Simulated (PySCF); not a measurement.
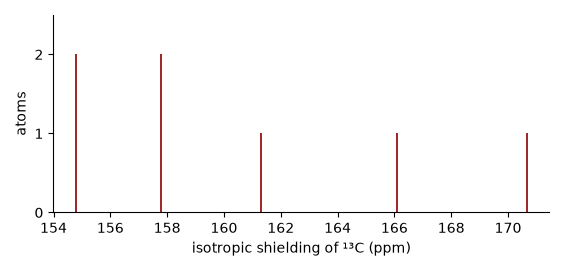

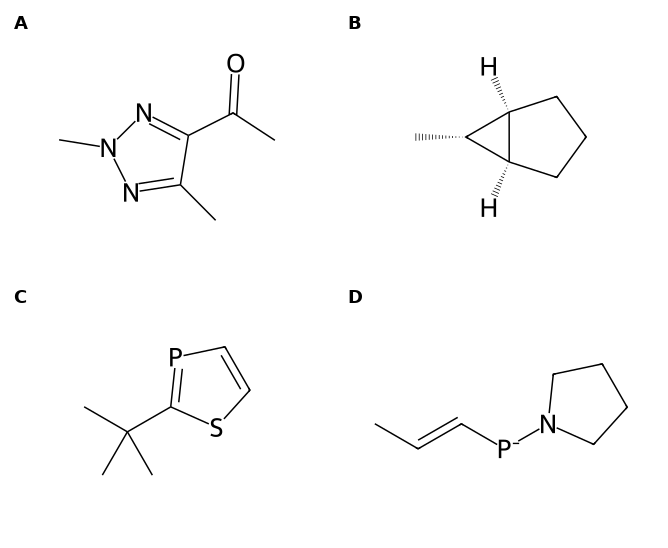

The sticks are computed shieldings of one of the molecules, for one fixed geometry (PBE0-D3(BJ)/def2-SVP) without averaging over rotations. Low shielding means a high chemical shift. Method: GIAO PBE0/pcSseg-1 NMR shielding, non-relativistic, IEF-PCM dichloromethane (PySCF 2.14.0).

### Which molecule gives this pattern?

B, `C[C@@H]1[C@H]2CCC[C@@H]12`. Its 7 C atoms give lines at 154.8 (2 atoms), 157.8 (2 atoms), 161.3, 166.1, 170.7 ppm.
